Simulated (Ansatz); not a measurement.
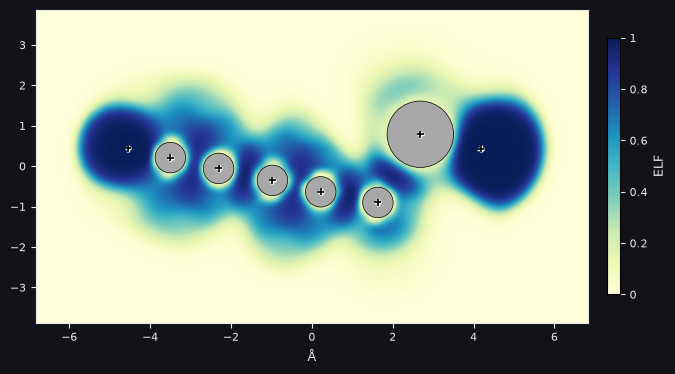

The electron localisation function on a plane through atoms (crosses mark nuclei in the plane; grey discs cover the cores).

Level of theory: isolated molecule in a Gaussian basis; Kohn-Sham density functional theory, functional PBE0 (Ansatz).

Candidates:
A. C$_{5}$H$_{6}$Ge
B. H$_{6}$NSi$_{3}$ (charge +1)
C. BGaH$_{4}$SiSn

> Which candidate gave the map?

Candidate A: C$_{5}$H$_{6}$Ge on the plane of atoms C5, Ge6 and H11, which holds C, Ge and H. C–C (1.22 Å): the ELF peaks at about 0.90 between the atoms; a multiple bond. C–Ge (1.99 Å): the ELF peaks at about 0.95 in the valence shell of C, 0.7 Å from its nucleus, and is about 0.70 at the midpoint.
